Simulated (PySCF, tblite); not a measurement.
# C₃H₄FN₃: dynamics, then NMR shifts and electronic excitations on frames, part 2 of 2

tblite 0.8.0 and PySCF 2.14.0. Atoms count from 0.

### 8 Excited states and response: 625 fs, PBE0/def2-SVPD

Job settings and geometry (Å):

```
{"job": {"kind": "uv", "xc": "PBE0", "basis": "def2-SVPD", "nstates": 5, "ntriplets": 0}, "charge": 0, "multiplicity": 1}
F     -2.252800    -0.782400     1.066800
C     -1.403200    -1.245600     0.122100
C      0.018900    -0.993400     0.470300
N      0.948300    -1.895300     0.677800
C      2.091900    -1.238400     0.784900
N      1.842600     0.071900     0.598000
N      0.527300     0.203400     0.400000
H     -1.737500    -0.645100    -0.783600
H     -1.455300    -2.312700    -0.017200
H      3.041800    -1.762600     0.851900
H      2.430500     0.836200     0.702000
```

Method: TDDFT PBE0/def2-SVPD, vertical, gas phase, core orbitals frozen in the response.

The program printed:

```text
coarse grid: 10016 points
cycle   1  E = -380.0134532586  dE =  1.449e+00  |g| = 5.448e-01  |ddm| = 5.169e+00
cycle   2  E = -379.9222888500  dE =  9.116e-02  |g| = 8.807e-01  |ddm| = 2.346e+00
cycle   3  E = -380.0762146573  dE = -1.539e-01  |g| = 9.199e-02  |ddm| = 1.531e+00
cycle   4  E = -380.0771796931  dE = -9.650e-04  |g| = 6.129e-02  |ddm| = 1.715e-01
cycle   5  E = -380.0779583296  dE = -7.786e-04  |g| = 8.791e-03  |ddm| = 8.427e-02
cycle   6  E = -380.0779679306  dE = -9.601e-06  |g| = 5.796e-03  |ddm| = 1.906e-02
cycle   7  E = -380.0779758211  dE = -7.890e-06  |g| = 6.922e-04  |ddm| = 9.824e-03
final grid: 99696 points
cycle   8  E = -380.1206765309  dE = -3.010e-05  |g| = 6.286e-03  |ddm| = 8.920e-02
cycle   9  E = -380.1206730252  dE =  3.506e-06  |g| = 7.841e-03  |ddm| = 2.499e-02
cycle  10  E = -380.1206852318  dE = -1.221e-05  |g| = 9.231e-04  |ddm| = 1.254e-02
cycle  11  E = -380.1206854108  dE = -1.790e-07  |g| = 1.818e-04  |ddm| = 1.251e-03
cycle  12  E = -380.1206854156  dE = -4.790e-09  |g| = 9.324e-05  |ddm| = 3.803e-04
cycle  13  E = -380.1206854173  dE = -1.770e-09  |g| = 3.594e-05  |ddm| = 1.969e-04
cycle  14  E = -380.1206854176  dE = -2.768e-10  |g| = 7.494e-06  |ddm| = 5.904e-05
converged SCF energy = -380.1206854176

Static polarisability (au): isotropic 53.915, principal 38.285 54.390 69.071

Singlet excitations
state   eV       nm        f      main configurations
  1   5.6983    217.6   0.00358   H->L 0.96
  2   6.8395    181.3   0.00620   H->L+1 0.74, H->L+2 0.10
  3   6.9903    177.4   0.06926   H-1->L 0.84
  4   7.2442    171.1   0.00353   H-2->L 0.48, H-1->L+1 0.27, H-3->L 0.21
  5   7.3452    168.8   0.00344   H-3->L 0.63, H-1->L+1 0.22
```

Run time: 16 s. Hardware: 1 thread of Arm Neoverse V1, shared host; peak memory 0.73 GiB.

Key values: HOMO -8.03 eV, LUMO -0.50 eV; lowest singlet 5.70 eV.

### 9 NMR shieldings: 800 fs, PBE0/pcSseg-1

Job settings and geometry (Å):

```
{"job": {"kind": "nmr", "xc": "PBE0", "basis": "pcSseg-1", "pop": false}, "charge": 0, "multiplicity": 1}
F     -2.494300    -0.568900     1.126600
C     -1.631000    -1.194700     0.264700
C     -0.241900    -0.642000     0.255900
N      0.757300    -1.473300    -0.030400
C      1.808100    -0.692000    -0.058400
N      1.435700     0.579900     0.167700
N      0.115100     0.626900     0.405900
H     -2.058400    -1.294600    -0.759400
H     -1.607000    -2.280600     0.646200
H      2.821400    -1.073500    -0.330300
H      2.000600     1.369900     0.330400
```

Level: GIAO PBE0/pcSseg-1 NMR shielding, non-relativistic, gas phase.

The program printed:

```text
coarse grid: 10016 points
cycle   1  E = -380.2328335668  dE =  1.373e+00  |g| = 5.762e-01  |ddm| = 3.112e+00
cycle   2  E = -380.1592857823  dE =  7.355e-02  |g| = 8.760e-01  |ddm| = 1.085e+00
cycle   3  E = -380.2972951357  dE = -1.380e-01  |g| = 8.345e-02  |ddm| = 6.260e-01
cycle   4  E = -380.2979581992  dE = -6.631e-04  |g| = 5.896e-02  |ddm| = 8.516e-02
cycle   5  E = -380.2986382734  dE = -6.801e-04  |g| = 1.012e-02  |ddm| = 4.607e-02
cycle   6  E = -380.2986526707  dE = -1.440e-05  |g| = 6.196e-03  |ddm| = 1.099e-02
cycle   7  E = -380.2986610286  dE = -8.358e-06  |g| = 9.819e-04  |ddm| = 5.041e-03
final grid: 99696 points
cycle   8  E = -380.3413190959  dE = -3.024e-05  |g| = 6.484e-03  |ddm| = 2.219e-02
cycle   9  E = -380.3413152030  dE =  3.893e-06  |g| = 8.254e-03  |ddm| = 1.082e-02
cycle  10  E = -380.3413278435  dE = -1.264e-05  |g| = 1.066e-03  |ddm| = 5.749e-03
cycle  11  E = -380.3413280431  dE = -1.996e-07  |g| = 3.492e-04  |ddm| = 9.845e-04
cycle  12  E = -380.3413280632  dE = -2.007e-08  |g| = 1.873e-04  |ddm| = 3.590e-04
cycle  13  E = -380.3413280707  dE = -7.508e-09  |g| = 1.794e-05  |ddm| = 1.337e-04
cycle  14  E = -380.3413280707  dE = -4.798e-11  |g| = 1.132e-05  |ddm| = 2.021e-05
converged SCF energy = -380.3413280707

GIAO shielding tensors (ppm)
atom      isotropic    diamagn.    paramagn.     s11        s22        s33       span
  0 F      430.261     468.867     -38.606    401.957    420.018    468.807     66.850
  1 C       99.167     234.421    -135.254     69.098     73.982    154.422     85.325
  2 C       21.755     256.502    -234.747    -55.137     18.541    101.862    156.999
  3 N      -17.947     330.884    -348.831   -190.870    -96.222    233.250    424.119
  4 C       39.101     252.530    -213.429    -32.605     33.712    116.195    148.800
  5 N       44.017     326.848    -282.830    -75.082     74.448    132.686    207.767
  6 N      -58.227     324.754    -382.980   -287.109    -68.763    181.192    468.302
  7 H       25.376      25.651      -0.275     22.169     25.899     28.059      5.891
  8 H       24.521      24.855      -0.334     19.557     24.907     29.099      9.542
  9 H       22.879      27.535      -4.656     19.864     23.361     25.411      5.547
 10 H       22.183      32.801     -10.617     17.659     23.126     25.765      8.107
```

Wall time 9.9 s (1 thread of Arm Neoverse V1, shared host); peak memory 0.68 GiB.

In short: δ C2 165.2, C4 147.8, C1 87.8, F0 -259.3, H10 9.53, H9 8.84 ppm.

### 10 Ultraviolet spectrum: 800 fs, PBE0/def2-SVPD

Same as in step 9 but for these lines:

```diff
@@ -1,2 +1,2 @@
-{"job": {"kind": "nmr", "xc": "PBE0", "basis": "pcSseg-1", "pop": false}, "charge": 0, "multiplicity": 1}
+{"job": {"kind": "uv", "xc": "PBE0", "basis": "def2-SVPD", "nstates": 5, "ntriplets": 0}, "charge": 0, "multiplicity": 1}
 F     -2.494300    -0.568900     1.126600
```

Method: TDDFT PBE0/def2-SVPD, vertical, gas phase, core orbitals frozen in the response.

The program printed:

```text
coarse grid: 10016 points
cycle   1  E = -380.0226889102  dE =  1.309e+00  |g| = 5.379e-01  |ddm| = 5.015e+00
cycle   2  E = -379.9457719542  dE =  7.692e-02  |g| = 8.432e-01  |ddm| = 2.066e+00
cycle   3  E = -380.0834249621  dE = -1.377e-01  |g| = 7.683e-02  |ddm| = 1.330e+00
cycle   4  E = -380.0839764640  dE = -5.515e-04  |g| = 5.586e-02  |ddm| = 1.526e-01
cycle   5  E = -380.0846254790  dE = -6.490e-04  |g| = 9.662e-03  |ddm| = 7.766e-02
cycle   6  E = -380.0846381634  dE = -1.268e-05  |g| = 6.055e-03  |ddm| = 1.937e-02
cycle   7  E = -380.0846467412  dE = -8.578e-06  |g| = 5.893e-04  |ddm| = 9.506e-03
final grid: 99696 points
cycle   8  E = -380.1269491833  dE = -2.456e-05  |g| = 6.500e-03  |ddm| = 5.715e-02
cycle   9  E = -380.1269442371  dE =  4.946e-06  |g| = 8.481e-03  |ddm| = 2.429e-02
cycle  10  E = -380.1269584212  dE = -1.418e-05  |g| = 9.831e-04  |ddm| = 1.284e-02
cycle  11  E = -380.1269586182  dE = -1.970e-07  |g| = 2.349e-04  |ddm| = 1.358e-03
cycle  12  E = -380.1269586258  dE = -7.638e-09  |g| = 1.414e-04  |ddm| = 4.674e-04
cycle  13  E = -380.1269586302  dE = -4.402e-09  |g| = 2.500e-05  |ddm| = 2.131e-04
cycle  14  E = -380.1269586303  dE = -8.629e-11  |g| = 1.673e-05  |ddm| = 5.891e-05
converged SCF energy = -380.1269586303

Static polarisability (au): isotropic 54.816, principal 38.254 56.498 69.698

Singlet excitations
state   eV       nm        f      main configurations
  1   6.2286    199.1   0.00402   H-1->L 0.99
  2   6.8750    180.3   0.06999   H->L 0.84
  3   7.3113    169.6   0.00820   H->L+1 0.92
  4   7.3839    167.9   0.00405   H-1->L+2 0.52, H->L+2 0.18, H-2->L 0.09
  5   7.4276    166.9   0.01038   H->L+2 0.31, H-2->L 0.25, H-1->L+2 0.25
```

It took 17 s on 1 thread of Arm Neoverse V1, shared host; peak memory 0.73 GiB.

In short: HOMO -7.92 eV, LUMO -0.36 eV; lowest singlet 6.23 eV.

### 11 Shielding tensors: 1000 fs, PBE0/pcSseg-1

Job settings and geometry (Å):

```
{"job": {"kind": "nmr", "xc": "PBE0", "basis": "pcSseg-1", "pop": false}, "charge": 0, "multiplicity": 1}
F     -2.529800    -0.370500     1.136800
C     -1.908400    -0.812000    -0.015500
C     -0.408800    -0.568500    -0.054300
N      0.620900    -1.423500     0.116400
C      1.685100    -0.690800    -0.204000
N      1.318900     0.554300    -0.553500
N     -0.017300     0.639400    -0.433800
H     -2.306900    -0.254500    -0.874200
H     -2.231500    -1.821600    -0.098200
H      2.710900    -1.050900    -0.138900
H      1.811400     1.346100    -0.829100
```

With the program's defaults for keys left out, this is: GIAO PBE0/pcSseg-1 NMR shielding, non-relativistic, gas phase.

The program printed:

```text
coarse grid: 10016 points
cycle   1  E = -380.2307863590  dE =  1.336e+00  |g| = 5.760e-01  |ddm| = 3.101e+00
cycle   2  E = -380.1491007836  dE =  8.169e-02  |g| = 8.995e-01  |ddm| = 1.062e+00
cycle   3  E = -380.2953579469  dE = -1.463e-01  |g| = 9.493e-02  |ddm| = 6.230e-01
cycle   4  E = -380.2961997070  dE = -8.418e-04  |g| = 6.729e-02  |ddm| = 9.732e-02
cycle   5  E = -380.2971167255  dE = -9.170e-04  |g| = 1.103e-02  |ddm| = 5.227e-02
cycle   6  E = -380.2971348101  dE = -1.808e-05  |g| = 6.622e-03  |ddm| = 1.179e-02
cycle   7  E = -380.2971441668  dE = -9.357e-06  |g| = 1.029e-03  |ddm| = 5.302e-03
final grid: 99696 points
cycle   8  E = -380.3406482014  dE = -3.354e-05  |g| = 6.622e-03  |ddm| = 2.251e-02
cycle   9  E = -380.3406453535  dE =  2.848e-06  |g| = 8.035e-03  |ddm| = 1.057e-02
cycle  10  E = -380.3406574588  dE = -1.211e-05  |g| = 1.091e-03  |ddm| = 5.351e-03
cycle  11  E = -380.3406576709  dE = -2.122e-07  |g| = 2.683e-04  |ddm| = 9.080e-04
cycle  12  E = -380.3406576790  dE = -8.046e-09  |g| = 1.875e-04  |ddm| = 2.965e-04
cycle  13  E = -380.3406576865  dE = -7.533e-09  |g| = 1.949e-05  |ddm| = 1.395e-04
cycle  14  E = -380.3406576866  dE = -6.105e-11  |g| = 1.153e-05  |ddm| = 1.796e-05
converged SCF energy = -380.3406576866

GIAO shielding tensors (ppm)
atom      isotropic    diamagn.    paramagn.     s11        s22        s33       span
  0 F      411.082     469.757     -58.676    374.853    386.257    472.135     97.283
  1 C      105.386     234.058    -128.672     76.902     85.124    154.132     77.230
  2 C       19.741     256.647    -236.905    -63.382     17.439    105.167    168.549
  3 N      -30.747     328.899    -359.645   -221.245    -96.283    225.287    446.532
  4 C       38.523     251.725    -213.202    -29.483     30.301    114.750    144.233
  5 N       39.349     327.542    -288.193    -93.643     72.261    139.429    233.072
  6 N      -87.386     326.944    -414.330   -329.083    -89.415    156.339    485.422
  7 H       25.781      26.459      -0.678     22.118     26.511     28.712      6.594
  8 H       26.378      26.822      -0.444     22.640     25.890     30.604      7.964
  9 H       23.284      28.483      -5.200     20.334     23.791     25.725      5.391
 10 H       21.865      33.808     -11.943     17.747     23.287     24.561      6.814
```

It took 9.9 s on 1 thread of Arm Neoverse V1, shared host; peak memory 0.68 GiB.

In short: δ C2 167.2, C4 148.4, C1 81.5, F0 -240.1, H10 9.85, H9 8.43 ppm.

### 12 Excited states and response: 1000 fs, PBE0/def2-SVPD

Same as in step 11 but for these lines:

```diff
@@ -1,2 +1,2 @@
-{"job": {"kind": "nmr", "xc": "PBE0", "basis": "pcSseg-1", "pop": false}, "charge": 0, "multiplicity": 1}
+{"job": {"kind": "uv", "xc": "PBE0", "basis": "def2-SVPD", "nstates": 5, "ntriplets": 0}, "charge": 0, "multiplicity": 1}
 F     -2.529800    -0.370500     1.136800
```

Method: TDDFT PBE0/def2-SVPD, vertical, gas phase, core orbitals frozen in the response.

The program printed:

```text
coarse grid: 10016 points
cycle   1  E = -380.0209888985  dE =  1.271e+00  |g| = 5.354e-01  |ddm| = 5.070e+00
cycle   2  E = -379.9352041590  dE =  8.578e-02  |g| = 8.674e-01  |ddm| = 2.188e+00
cycle   3  E = -380.0816818730  dE = -1.465e-01  |g| = 8.395e-02  |ddm| = 1.382e+00
cycle   4  E = -380.0822903305  dE = -6.085e-04  |g| = 6.289e-02  |ddm| = 1.740e-01
cycle   5  E = -380.0831358571  dE = -8.455e-04  |g| = 1.002e-02  |ddm| = 9.258e-02
cycle   6  E = -380.0831500658  dE = -1.421e-05  |g| = 6.226e-03  |ddm| = 2.051e-02
cycle   7  E = -380.0831591082  dE = -9.042e-06  |g| = 6.752e-04  |ddm| = 9.611e-03
final grid: 99696 points
cycle   8  E = -380.1263344479  dE = -2.838e-05  |g| = 6.609e-03  |ddm| = 5.945e-02
cycle   9  E = -380.1263307001  dE =  3.748e-06  |g| = 8.239e-03  |ddm| = 2.461e-02
cycle  10  E = -380.1263441429  dE = -1.344e-05  |g| = 1.064e-03  |ddm| = 1.265e-02
cycle  11  E = -380.1263443683  dE = -2.254e-07  |g| = 1.890e-04  |ddm| = 1.414e-03
cycle  12  E = -380.1263443721  dE = -3.719e-09  |g| = 1.255e-04  |ddm| = 4.169e-04
cycle  13  E = -380.1263443755  dE = -3.456e-09  |g| = 2.838e-05  |ddm| = 2.155e-04
cycle  14  E = -380.1263443757  dE = -1.647e-10  |g| = 1.034e-05  |ddm| = 5.342e-05
converged SCF energy = -380.1263443757

Static polarisability (au): isotropic 54.308, principal 38.580 54.358 69.985

Singlet excitations
state   eV       nm        f      main configurations
  1   5.9839    207.2   0.00343   H-1->L 0.98
  2   6.8795    180.2   0.00689   H-1->L+1 0.88
  3   7.0057    177.0   0.06561   H->L 0.81
  4   7.1647    173.0   0.00879   H->L+1 0.57, H-2->L 0.38
  5   7.4946    165.4   0.00622   H->L+2 0.98
```

Run time: 16 s. Hardware: 1 thread of Arm Neoverse V1, shared host; peak memory 0.73 GiB.

In short: HOMO -8.11 eV, LUMO -0.48 eV; lowest singlet 5.98 eV.

### 13 Side by side: NMR shifts

Shifts (ppm) of some atoms, chosen among heavy atoms and hydrogens apart, with basis size and wall time:

| frame | C1 | H10 | H8 | F0 | N6 | N3 | N5 | functions | time |
| --- | --- | --- | --- | --- | --- | --- | --- | --- | --- |
| 250 fs | 77.2 | 11.28 | 5.91 | -257.1 | 330.3 | 309.4 | 223.7 | 139 | 10 s |
| 425 fs | 84.1 | 10.38 | 6.42 | -244.9 | 315.2 | 288.3 | 218.8 | 139 | 9.8 s |
| 625 fs | 81.8 | 9.65 | 5.54 | -247.0 | 347.6 | 298.5 | 226.8 | 139 | 9.9 s |
| 800 fs | 87.8 | 9.53 | 7.20 | -259.3 | 326.0 | 285.7 | 223.7 | 139 | 9.9 s |
| 1000 fs | 81.5 | 9.85 | 5.34 | -240.1 | 355.1 | 298.5 | 228.4 | 139 | 9.9 s |

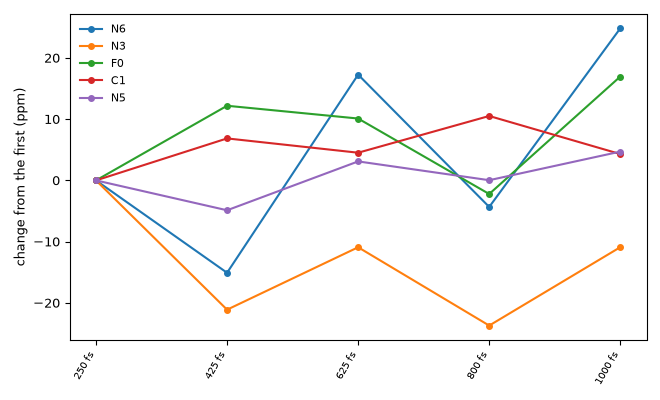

How five of the tabulated atoms move from run to run.

### 14 Side by side: electronic excitations

Excitations and ground-state properties, with basis size and wall time:

| frame | lowest singlet (eV) | brightest (eV) | f | gap (eV) | α (Å³) | μ (D) | functions | time |
| --- | --- | --- | --- | --- | --- | --- | --- | --- |
| 250 fs | 6.30 | 7.50 | 0.044 | 8.13 | 8.07 | 4.19 | 175 | 17 s |
| 425 fs | 6.41 | 7.14 | 0.069 | 7.92 | 7.99 | 4.27 | 175 | 16 s |
| 625 fs | 5.70 | 6.99 | 0.069 | 7.54 | 7.99 | 3.95 | 175 | 16 s |
| 800 fs | 6.23 | 6.88 | 0.070 | 7.56 | 8.12 | 3.81 | 175 | 17 s |
| 1000 fs | 5.98 | 7.01 | 0.066 | 7.63 | 8.05 | 4.17 | 175 | 16 s |

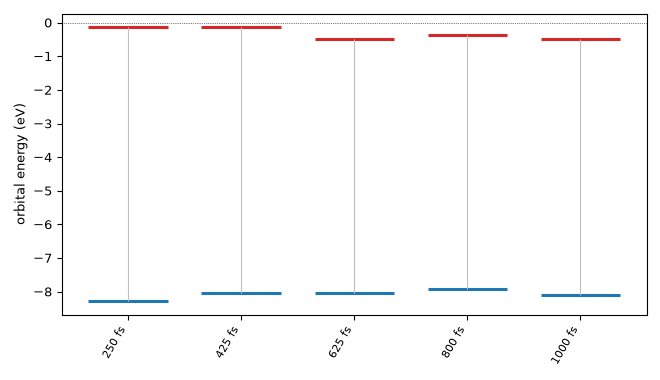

HOMO (blue) and LUMO (red) run by run.

### 15 What came out

The summary covers parts 1 to 2.

| quantity | value |
| --- | --- |
| thermostat | 300 K |
| mean temperature, second half | 289 K |
| mean potential energy above the minimum | 0.30 eV |
| 13C shifts against TMS (PBE0/pcSseg-1, 250 fs) | 167.4, 149.3, 77.2 ppm |
| 1H shifts against TMS (PBE0/pcSseg-1, 250 fs) | 11.28, 8.42, 5.91, 5.51 ppm |
| 19F shifts against CFCl3 (PBE0/pcSseg-1, 250 fs) | -257.1 ppm |
| 15N shifts against NH3 (PBE0/pcSseg-1, 250 fs) | 330.3, 309.4, 223.7 ppm |
| lowest singlet (PBE0/def2-SVPD, 250 fs) | 6.30 eV (197 nm), f = 0.005 |
| brightest single state of those computed | state 5, 7.50 eV, f = 0.044 |
| range of the shift of N6 | 315.2 to 355.1 ppm |
| range of the lowest singlet | 5.70 to 6.41 eV |

In words: In the second half the potential energy averages 0.30 eV above the minimum; equipartition over 27 harmonic modes at 300 K would give 0.35 eV. With 11 atoms the temperature swings widely (103 to 393 K). Shifts at one fixed geometry are not the observed spectrum, which averages over the motion. NICS(1)zz of -31 ppm above the planar ring from C2 marks a diatropic (aromatic) ring current. In the first frame run (250 fs): The first singlet state (HOMO→LUMO 0.99) lies at 6.30 eV and is weak; of the 5 states computed, the strongest absorption comes from state 5 at 7.50 eV (the last computed, so partners may be missing). Across the 5 runs the shift of N6 moves most, between 315.2 (425 fs) and 355.1 ppm (1000 fs). The lowest singlet runs from 5.70 eV (625 fs) to 6.41 eV (425 fs), while the orbital gap spans 7.54 to 8.13 eV. The lowest state need not be the same one in every run.
